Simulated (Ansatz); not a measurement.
# CCuO: one change and its effect

System: CCuO, charge +1.
Method of the first run: RKS PBE-D4/def2-SVPD (Ansatz 0.2.0).

Text and figures count atoms from 1; the logs count them from 0 in places.

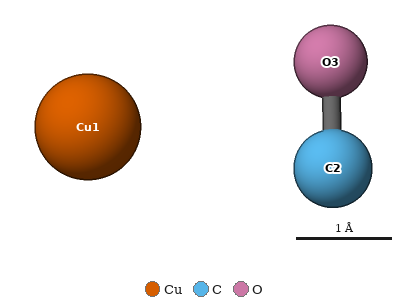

**Figure 1.** The input geometry (ball-and-stick view, seen at a tilt; atoms are numbered from 1 in the order of the input). Sticks mark near contacts. Bond lengths as drawn: C–O 1.13 Å.

**Input file, the first run**
```yaml
crystal:
  periodic: [false, false, false]
  atoms:
    - { symbol: Cu, position_ang: [1.503502, 2.168263, 1.095538] }
    - { symbol: C, position_ang: [-0.011768, -0.01689, 0.234674] }
    - { symbol: O, position_ang: [-0.069535, -0.100039, 1.363965] }
total_charge: 1
basis:
  gaussian: { orbitals: def2-SVPD }
hamiltonian:
  xc: pbe
  dispersion: d4
output:
  forces: true
```

Command:
```bash
ansatz run input.yaml --threads 1 --pin off --max-ram 2560MiB --backend cpu --events-out ev --progress --plain --runs-dir out
```

Hardware: 1 thread of Arm Neoverse V1, 24 GiB of memory available, shared host.

**Output (the first run)**
```
Engine: ansatz 0.2.0, aarch64-unknown-linux-gnu
Functional definition: PBE
  parameter kappa = 0.804
  parameter beta = 0.06672455060314922
  exchange = pbe_x(kappa = kappa, mu = beta*pi^2/3)
  correlation = pbe_c(beta = beta)
754 factors; their error is unknown
mean field evaluation 1: about -47676.7960 eV, gradient 1.1e2 eV
mean field evaluation 2: about -46856.9148 eV, gradient 3.6e2 eV
mean field evaluation 4: about -47694.8698 eV, gradient 3.7e1 eV
mean field evaluation 8: about -47696.8015 eV, gradient 9.1e-1 eV
mean field evaluation 16: about -47696.7654 eV, gradient 1.9e-4 eV
mean field -47696.76537671 eV, -1752.8237975653 hartree, gradient 1.7e-5 eV, S^2 0.000000; 0 other end points of the search recorded, 0 dependent functions left out
the calculation of the forces begins
reference -47696.76543974 eV, -1752.8237998815 hartree; 21, 21 occupied and 56, 56 virtual orbitals, 754 factors
Total energy: -47696.81564217 eV, -1752.8256447870 hartree
Atom 0 at     1.503502     2.168263     1.095538 Å, force    -0.331710    -0.478352    -0.168388 eV/Å
Atom 1 at    -0.011768    -0.016890     0.234674 Å, force     0.375139     0.540792    -1.206935 eV/Å
Atom 2 at    -0.069535    -0.100039     1.363965 Å, force    -0.043429    -0.062440     1.375323 eV/Å
Dipole moment:     0.346587     0.499791     0.067028 e Å
```

The second run used a changed input.

**The two runs side by side**

```tsv
quantity	the first run	the second run
outcome	converged	converged
total energy (hartree)	−1752.825645	−1752.849279
largest force (eV/Å)	1.377	1.785
basis functions	77	77
wall time (shared host)	1.6 s	1.7 s
```

What was changed in the input?

The change (lines with − go, lines with + come):
```diff
-    - { symbol: Cu, position_ang: [1.503502, 2.168263, 1.095538] }
+    - { symbol: Cu, position_ang: [-1.026018, -1.47968, -1.463308] }
```

With the same method and basis, the second run lies 14.8 kcal/mol lower. The largest force goes from 1.377 to 1.785 eV/Å.

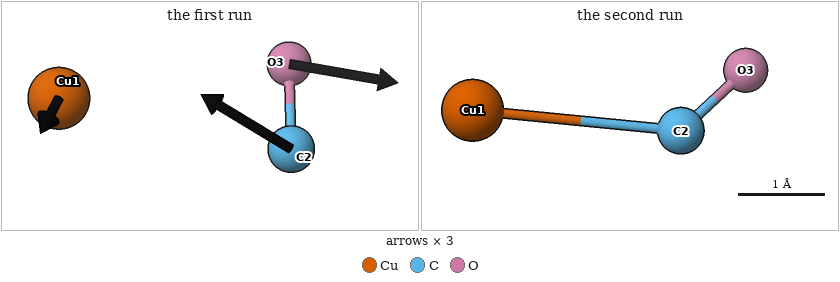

**Figure 2.** The two input geometries at one scale (ball-and-stick view, seen at a tilt). The black arrows on the first give the shifts of the atoms after the best rigid fit, magnified 3 times. The atom that moves furthest after the best rigid fit is O3 (0.44 Å). Largest moves by element: O 0.44 Å, C 0.43 Å, Cu 0.18 Å. Among the contacts that change: Cu1–C2 2.795 → 2.460 Å.

**Output (the second run)**
```
Engine: ansatz 0.2.0, aarch64-unknown-linux-gnu
Functional definition: PBE
  parameter kappa = 0.804
  parameter beta = 0.06672455060314922
  exchange = pbe_x(kappa = kappa, mu = beta*pi^2/3)
  correlation = pbe_c(beta = beta)
754 factors; their error is unknown
mean field evaluation 1: about -47677.9377 eV, gradient 1.1e2 eV
mean field evaluation 2: about -46858.0868 eV, gradient 3.3e2 eV
mean field evaluation 4: about -47690.2977 eV, gradient 6.3e1 eV
mean field evaluation 8: about -47697.4430 eV, gradient 2.0e0 eV
mean field evaluation 16: about -47697.4107 eV, gradient 5.1e-4 eV
mean field -47697.41074720 eV, -1752.8475144933 hartree, gradient 5.4e-5 eV, S^2 0.000000; 0 other end points of the search recorded, 0 dependent functions left out
the calculation of the forces begins
reference -47697.41081108 eV, -1752.8475168410 hartree; 21, 21 occupied and 56, 56 virtual orbitals, 754 factors
Total energy: -47697.45876325 eV, -1752.8492790506 hartree
Atom 0 at    -1.026018    -1.479680    -1.463308 Å, force     0.604351     0.871575     0.693753 eV/Å
Atom 1 at    -0.011768    -0.016890     0.234674 Å, force    -0.879554    -1.268450    -0.897176 eV/Å
Atom 2 at    -0.069535    -0.100039     1.363965 Å, force     0.275203     0.396874     0.203423 eV/Å
Dipole moment:    -0.188468    -0.271835    -0.454367 e Å
```
